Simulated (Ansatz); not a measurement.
# CH₅AlSSi: a ladder of functionals and wavefunction methods

How much do the methods differ for CH₅AlSSi? The plan is to run it at one geometry with functionals of several rungs and with coupled cluster. The yardstick is the atomisation energy at the CCSD(T) limit.

Method: functionals in def2-TZVPP, the program's frozen cores in correlated methods; program: Ansatz 0.2.0, Gaussian basis.

Plan: LDA (SPW92), PBE-D4, revPBE-D4, BLYP-D4, r2SCAN-D4, B97M-V, PBE0-D4, B3LYP-D4, r2SCANh-D4, r2SCAN0-D4, HSE06-D4, BHLYP-D4, CAM-B3LYP-D4, LC-ωPBE, ωB97X-V, ωB97M-V, B2PLYP, PBE-QIDH; CCSD(T)/def2-SVP; CCSD(T)/def2-TZVPP; MP2/def2-QZVPP; extrapolation to the limit; RPA on PBE.

### Step 1. Structure used throughout

The geometry comes from an earlier relaxation with PBE0-D4 in a triple-zeta def2 set; it is a stationary point, not always the lowest conformer.

9 atoms, charge 0, spin multiplicity 1.

Atoms are counted from 1 here; the program's logs count them from 0.

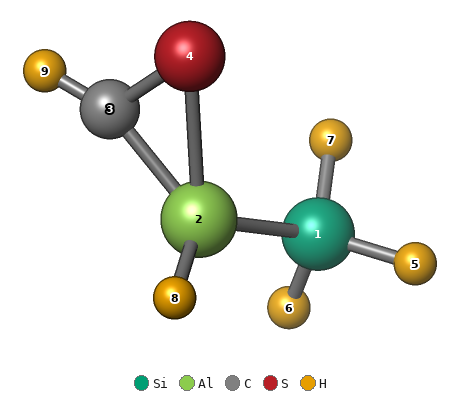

The geometry (silicon teal, aluminium green, carbon grey, sulfur red, hydrogen amber); atoms are numbered from 1 in the order of the file.

### Step 2. LDA

This LDA is Slater exchange with PW92 correlation.

in.yaml

```yaml
crystal:
  periodic: [false, false, false]
  atoms:
    - {symbol: Si, position_ang: [-0.657945, 1.069408, -1.145185]}
    - {symbol: Al, position_ang: [0.253189, -0.951021, -0.113414]}
    - {symbol: C, position_ang: [0.472182, -0.914272, 1.833590]}
    - {symbol: S, position_ang: [1.993283, -0.441360, 1.469275]}
    - {symbol: H, position_ang: [0.027918, 1.406423, -2.426280]}
    - {symbol: H, position_ang: [-2.111158, 0.932916, -1.457656]}
    - {symbol: H, position_ang: [-0.511785, 2.246742, -0.240448]}
    - {symbol: H, position_ang: [0.456975, -2.360461, -0.808396]}
    - {symbol: H, position_ang: [0.165842, -1.034676, 2.871512]}
basis:
  gaussian: {orbitals: def2-TZVPP}
hamiltonian: {xc: lda}
output: {orbitals: {seedname: orbitals}}
```

Run with:

```bash
ansatz run in.yaml --threads 2 --pin off --events-out ev --progress --plain --max-ram 4352MiB
```

Further steps of the session: PBE-D4 (GGA); revPBE-D4 (GGA); BLYP-D4 (GGA); r2SCAN-D4 (meta-GGA); B97M-V (meta-GGA); PBE0-D4 (hybrid); B3LYP-D4 (hybrid); r2SCANh-D4 (hybrid); r2SCAN0-D4 (hybrid); HSE06-D4 (hybrid); BHLYP-D4 (hybrid); CAM-B3LYP-D4 (range-separated); LC-ωPBE (range-separated); ωB97X-V (range-separated); ωB97M-V (range-separated); B2PLYP (double hybrid); PBE-QIDH (double hybrid); CCSD(T) in def2-SVP; CCSD(T) in def2-TZVPP; MP2 in def2-QZVPP; RPA on PBE orbitals.

**Question.** What will the summary of the whole plan be? Wanted: atomisation energy, CCSD(T)/CBS; farthest beyond LDA; mean size of error, GGA; mean size of error, meta-GGA; mean size of error, hybrid; mean size of error, range-separated; mean size of error, double hybrid; gap, smallest and largest; T1 diagnostic.

As calculated:

| quantity | value |
| --- | --- |
| atomisation energy, CCSD(T)/CBS | 2717.4 kJ/mol |
| functionals within 13.6 kJ/mol (0.5 %) | r2SCAN-D4, r2SCANh-D4, ωB97M-V |
| farthest beyond LDA | BHLYP-D4 (-75.9 kJ/mol) |
| mean size of error, GGA | 28.1 kJ/mol |
| mean size of error, meta-GGA | 23.8 kJ/mol |
| mean size of error, hybrid | 27.7 kJ/mol |
| mean size of error, range-separated | 20.3 kJ/mol |
| mean size of error, double hybrid | 42.8 kJ/mol |
| gap, smallest and largest | 1.97 eV (LDA (SPW92)), 9.10 eV (LC-ωPBE) |
| T1 diagnostic | 0.0188 |
| triples share of the correlation energy | 4.6 % |

LDA overbinds by 337.5 kJ/mol (12 %). PBE-D4 misses by +15.0 kJ/mol. Double hybrids carry the basis error of their MP2 part in triple zeta, and no dispersion term here, so their miss is partly the set-up's. By mean error the best rung here is range-separated (20.3 kJ/mol) and the worst beyond LDA is double hybrid (42.8 kJ/mol). The gap between the best rungs is small, so their order is not settled. The reference freezes the cores and leaves out relativity and excitations past (T), so misses under about 13.6 kJ/mol can't be ranked. Hartree-Fock recovers 72 % of the binding; the rest is correlation. CCSD(T) in def2-SVP is off by -181.4 kJ/mol, worse than the median functional, from the basis alone. The gap grows from 2.0 to 9.1 eV across the functionals, mostly with the share of exact exchange. The restricted reference is unstable towards a spin-broken one.
